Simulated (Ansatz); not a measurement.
Geometry optimisation.

```
crystal:
  lattice:
    - [3.120684, 5.405178, 0.0]
    - [-3.120684, 5.405178, 0.0]
    - [0.0, 0.0, 5.632304]
  atoms:
    - { symbol: Cl, position: [0.31, 0.69, 0.25] }
    - { symbol: Cl, position: [0.31, 0.0, 0.75] }
    - { symbol: Cl, position: [0.0, 0.31, 0.25] }
    - { symbol: Cl, position: [0.69, 0.31, 0.75] }
    - { symbol: Cl, position: [0.69, 0.0, 0.25] }
    - { symbol: Cl, position: [0.0, 0.69, 0.75] }
    - { symbol: Ni, position: [0.0, 0.0, 0.0] }
    - { symbol: Ni, position: [0.0, 0.0, 0.5] }
  symmetry: { tolerance: 0.0003 }
kpoints:
  mp_grid: { grid: [4, 4, 3], shift: [0, 0, 0] }
magnetization:
  spin_polarized: false
scf:
  occupations: { method: fermi_dirac }
hamiltonian:
  pseudopotentials: { kind: paw }
  xc: lda
basis:
  ecutwfc: 420
output:
  forces: true
  stress: true
  eigenvalues: true
relax:
  max_steps: 40
  cell: {}
```

Run as:
```bash
ansatz run input.yaml --threads 1 --pin off --max-ram 2560MiB --backend cpu --events-out ev --progress --plain --runs-dir out
```

### How does the optimisation go?

The optimisation met its thresholds at geometry 5, counting the start as the first. The energy fell by about 170 meV/atom from the first step to the last. The largest force component goes from about 1.7 eV/Å at the start to 5 × 10⁻³ eV/Å at the end. The volume shrinks from 23.8 to 19.2 Å³ per atom (−19 %), overshooting to 18.7 at step 3, as the pressure goes from −9.4 GPa to about 0 GPa.

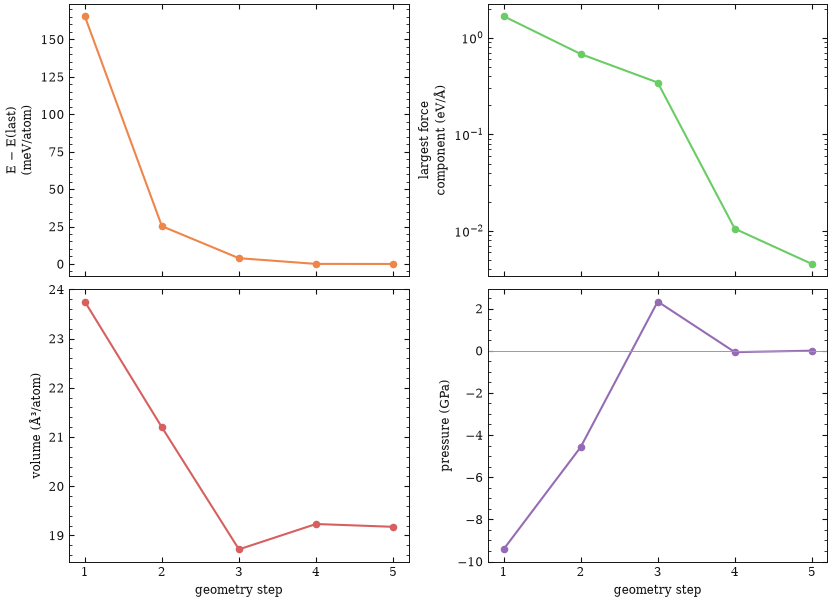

History of the run, step by step. Atoms and cell relax. A closing SCF on a freshly chosen basis isn't drawn.
